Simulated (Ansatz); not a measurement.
# Fe3CuP4, from a guessed structure to a relaxed one, part 2 of 2

Starting from a made-up structure for Fe3CuP4, the aim is the relaxed cell, its shortest contacts and, where a second run follows, its electronic structure.

Ansatz 0.2.0; DFT, PBEsol, plane-wave PAW, files of the set soft_1, scalar-relativistic, ferromagnetic start, cell and ions relaxed at zero pressure; PAW set soft_1 (the session's first sound run).

So far: Starting point; Relaxing cell and atoms.

**2. Relaxing cell and atoms (continued)**

Shortest distances by pair of elements, guess and relaxed (not always the same contact):

| pair | guess (Å) | relaxed (Å) |
| --- | --- | --- |
| Fe–P | 2.149 | 2.127 |
| Cu–P | 2.166 | 2.236 |
| Cu–Fe | 2.535 | 2.536 |
| Fe–Fe | 2.581 | 2.540 |
| P–P | 2.645 | 2.577 |

The relaxation ends with a largest force component of 0.0038 eV/Å and a pressure of 0.00 GPa. The starting moments have collapsed: the run ends non-magnetic.

**3. Bands of the relaxed cell**

A second self-consistent run takes a narrower smearing and the mesh shown in its input; the bands follow along the standard path of the relaxed lattice.

This step: DFT, PBEsol, plane-wave PAW, files of the set soft_1, scalar-relativistic, no spin, bands and density of states at the relaxed cell; PAW set soft_1 (Ansatz 0.2.0).

The input, input.yaml:

```yaml
crystal:
  lattice:
    - [4.9948344225, 0.0, -0.0110338381]
    - [0.0, 3.2894030415, 0.0]
    - [-0.0490992643, 0.0, 5.5852076311]
  atoms:
    - { symbol: Cu, position: [0.5061924833, 0.5, 0.6906570553] }
    - { symbol: Fe, position: [0.9955252598, 0.0, 0.1992246272] }
    - { symbol: Fe, position: [0.500328732, 0.0, 0.2978087155] }
    - { symbol: Fe, position: [-0.0007886632, 0.5, 0.8044058835] }
    - { symbol: P, position: [0.8320154342, 0.0, 0.5754555501] }
    - { symbol: P, position: [0.2912666843, 0.0, 0.9280304374] }
    - { symbol: P, position: [0.1821950944, 0.5, 0.411222594] }
    - { symbol: P, position: [0.7060649752, 0.5, 0.0997951371] }
kpoints:
  mp_grid: { grid: [6, 10, 6] }
  band_path:
    path:
      - [[0.0, 0.0, 0.0], [0.0, 0.0, 0.5], [-0.49514166, 0.0, 0.50609029], [-0.5, 0.0, 0.5], [-0.5, 0.5, 0.5], [-0.50485834, 0.5, 0.49390971], [-0.5, 0.5, 0.0], [-0.5, 0.0, 0.0], [-0.50485834, 0.0, 0.49390971]]
      - [[-0.49514166, 0.5, 0.50609029], [0.0, 0.5, 0.5], [0.0, 0.5, 0.0]]
      - [[0.0, 0.0, 0.5], [0.0, 0.5, 0.5]]
    npoints: 7
scf:
  occupations: { method: fermi_dirac, width: 0.03 }
  n_extra_bands: 12
hamiltonian:
  xc: pbesol
  pseudopotentials: { kind: paw, azcp: { folder: soft_1 }, xc_functional: pbe }
output:
  forces: true
  stress: true
  write_bands: true
  dos: { projected: true }
  write_density: true
  write_potential: true
  elf: true
  volumetric_format: npy
```

Run with:

```console
ansatz run input.yaml --threads 4 --pin off --max-ram 10240MiB --backend cpu --events-out ev --progress --plain --runs-dir out
```

Numbers of over 12 decimals in the logs are rounded to 6 here.

Log:

```text
[...]
Crystal: 8 atoms, lattice volume = 91.763 Å³
Basis set: ecut = 420 eV, 1799 PW (Γ), exchange–correlation on 72×48×80 points (8 copies of the dense FFT grid, shifted against one another)
Bands: 56, of which v1, the nominal top of the filled ones, is band 44 counted from 1 (43 counted from 0)
Symmetry: 2 space group operations
[...]
k-points: 120 of 360 (time reversal used)
[...]
SCF iter   1: F=—  HF=-22917.223000 eV  |F-HF|=—  |Δ(HF+E_count)|=         —  Δρ=7.43e-1  dr2=5.18e2  ethr=3.10e-3  ⟨swp⟩=6.4  Hψ=26608  notcnv=0  defer=15
[...]
SCF iter  13: F=-22899.896115 eV  HF=-22899.896115 eV  |F-HF|=2.09e-8  |Δ(HF+E_count)|=   1.21e-7  Δρ=6.25e-6  dr2=2.92e-8  ethr=1.15e-10  ⟨swp⟩=14.6  Hψ=50859  notcnv=0
SCF 1 converged in 13 iterations: F = -22899.896115 eV  dr2 = 2.92e-8
[...]
NSCF: frozen V_eff on 80 k-points
SCF converged after 13 iterations
Free energy (F): -22899.896115 eV
[...]
Internal energy: -22899.884260 eV  (E = F + TS)
E sigma→0 (E₀):  -22899.890188 eV
Entropy (-TS):   -0.011856 eV (-1.482 meV/atom)
Fermi energy:    16.412946 eV
[...]
--- Forces (eV/Å), atoms counted from 1 ---
  atom   1  Cu     0.00273105     0.00000000     0.00538815
  atom   2  Fe    -0.00184904     0.00000000     0.00074382
  atom   3  Fe     0.00316607    -0.00000000    -0.02361381
  atom   4  Fe    -0.00132280     0.00000000    -0.00201693
  atom   5  P     -0.00778040     0.00000000    -0.00100537
  atom   6  P      0.00170512     0.00000000     0.00449188
  atom   7  P      0.01941760    -0.00000000     0.00780684
  atom   8  P     -0.01605424    -0.00000000     0.00814061
  max |Σ_I F_I| component: 6.48e-5 eV/Å
--- Stress (GPa, compression-positive) ---
       -0.169585      -0.000000      -0.002935
       -0.000000      -0.012783       0.000000
       -0.002938       0.000000      -0.013219
  P = ⅓ Tr σ = -0.0652 GPa (-0.652 kbar)
--- Band table (eV; the first three rows and the last of 120) ---
  k-point 0: bands = [... 40 lower, 15.2253, 15.6734, 15.7111, 16.3579, 17.4386, 17.8647, 18.3765, 18.8270, ... 8 higher]
  k-point 1: bands = [... 40 lower, 15.4799, 15.6482, 15.7752, 16.3828, 17.3791, 17.9137, 18.1711, 18.6734, ... 8 higher]
  k-point 2: bands = [... 40 lower, 15.6051, 15.6486, 16.1837, 16.4446, 17.2367, 17.6896, 17.8287, 18.6582, ... 8 higher]
  k-point 119: bands = [... 40 lower, 15.2327, 15.6879, 15.8069, 15.8840, 17.2746, 17.7772, 18.1912, 18.4100, ... 8 higher]
```

It took 23 s on 4 threads of Intel Xeon Platinum 8488C (Sapphire Rapids), shared host; peak memory 0.9 GiB; 88 s of CPU time.

Reading the cycles: dr2 is the Hartree energy of the density residual (eV), the measure of convergence; HF is the Harris–Foulkes estimate of the energy, which meets the free energy F at convergence.

This step gave:

| Item | Value |
| --- | --- |
| free energy | -22899.8961 eV |
| energy at zero smearing | -22899.8902 eV |
| smearing term TS | 0.01186 eV |
| Fermi energy | 16.41 eV |
| pressure | -0.06520 GPa |

From bands.tsv, the bands that come nearest the Fermi level along the path, at its corners, in eV from the Fermi level:

```tsv
point	band 41	band 42	band 43	band 44	band 45	band 46	band 47	band 48
Γ	-1.19	-0.74	-0.70	-0.06	1.03	1.45	1.96	2.41
Y	-0.83	-0.74	0.06	0.18	0.71	0.87	1.41	2.26
H	-1.21	-0.82	0.42	0.91	1.24	1.26	1.91	2.07
C	-1.21	-0.82	0.41	0.91	1.24	1.26	1.91	2.07
E	-1.18	-0.73	-0.61	-0.53	0.86	1.36	1.78	2.00
M1	-1.18	-0.73	-0.61	-0.53	0.86	1.36	1.78	1.99
A	-0.93	-0.60	-0.55	-0.53	-0.20	0.83	0.92	1.23
X	-1.02	-0.97	0.20	0.35	0.71	1.33	1.49	2.50
H1	-1.21	-0.82	0.42	0.91	1.24	1.26	1.91	2.07
M	-1.18	-0.73	-0.61	-0.53	0.86	1.36	1.78	1.99
D	-0.95	-0.93	-0.60	-0.43	0.10	0.75	1.01	1.40
Z	-1.01	-0.87	-0.60	-0.43	-0.05	0.27	1.47	1.48
Y	-0.83	-0.74	0.06	0.18	0.71	0.87	1.41	2.26
D	-0.95	-0.93	-0.60	-0.43	0.10	0.75	1.01	1.40
```

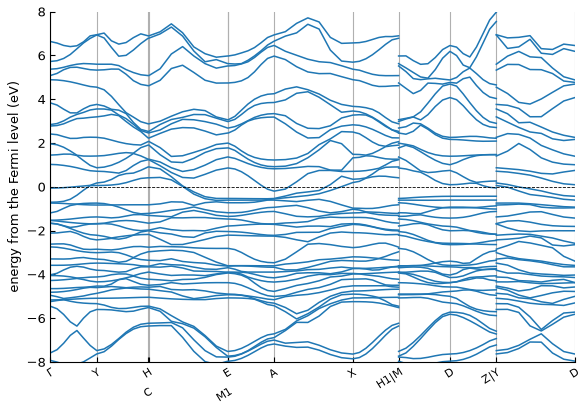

Bands along the path. 20 bands lie wholly below the window drawn.

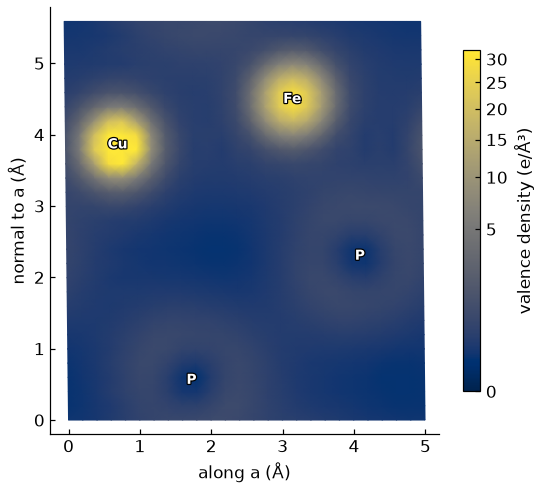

Valence density in the ac plane at fractional y = 0.500, with atoms of Cu and Fe and P within 0.2 Å of it. It is the smooth field of the valence electrons, not physical close to the nuclei. The map starts off the cell's origin, so that atoms lie inside it. The colour scale is stretched toward low values.

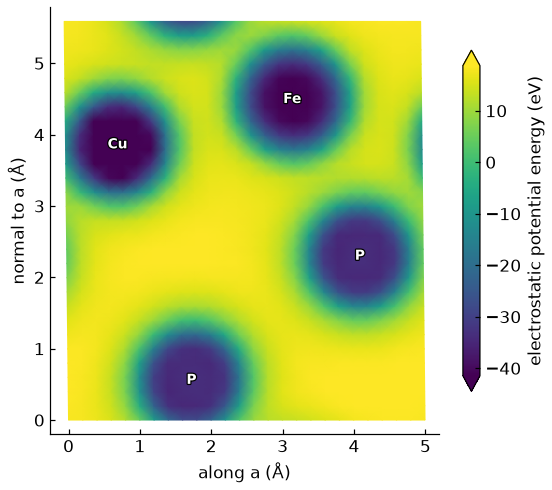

Electrostatic potential energy in the ac plane at fractional y = 0.500, with atoms of Cu and Fe and P within 0.2 Å of it. With pseudopotentials it is smooth inside the atoms' cores, unlike the true potential. The map starts off the cell's origin, so that atoms lie inside it.

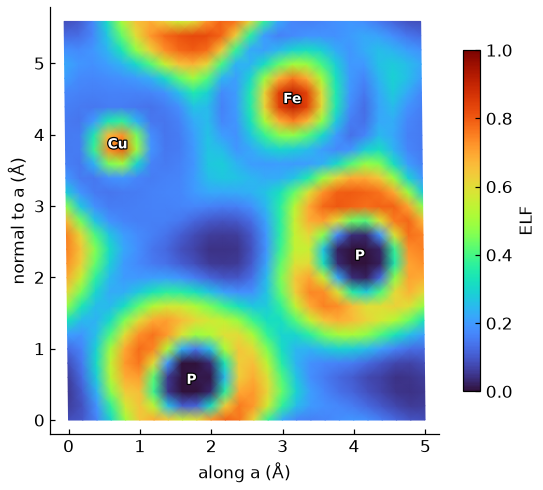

ELF in the ac plane at fractional y = 0.500, with atoms of Cu and Fe and P within 0.2 Å of it. It is the smooth field of the valence electrons, not physical close to the nuclei. The map starts off the cell's origin, so that atoms lie inside it.

**4. Outcome**

| Property | Result |
| --- | --- |
| space group, relaxed | Pm |
| conventional cell | a = 4.995, b = 3.289, c = 5.585 Å; α = 90.0°, β = 90.6°, γ = 90.0° |
| volume per atom | 11.47 Å³ (guess 11.70) |
| total moment | 0.00 μB in the cell of 8 atoms |

Fe3CuP4 relaxes to Pm with a = 4.995, b = 3.289 and c = 5.585 Å. The guessed volume was 2 % too large. The space group Pm was held in the relaxation, so the end point is a stationary structure within it and may be a saddle against distortions or other arrangements. The moments died out from this one start and weren't seeded again at the relaxed cell. Bands cross the Fermi level, so it is a metal or semimetal at this level. The electron count is odd, which forces that without spin polarisation or a larger cell. On the 6×10×6 mesh with the narrower smearing (relaxed on 5×8×5) the largest force component is 0.024 eV/Å and the largest stress component is 0.170 GPa, against the relaxation's thresholds of 0.015 eV/Å and 0.05 GPa. The cutoff wasn't tested. No dispersion term is used, so weakly bound directions may come out too long. Nothing here tests whether the compound is stable against decomposition.

[Logs are printed without paths, hosts, clocks, repeated set-up lines and the standing remarks that a program may print on its own settings, such as how far it seeks lower states.]

[Hosts, paths, dates, database ids (printed as entryN), source tags and the programs' standing remarks are cut or masked in the printed files.]
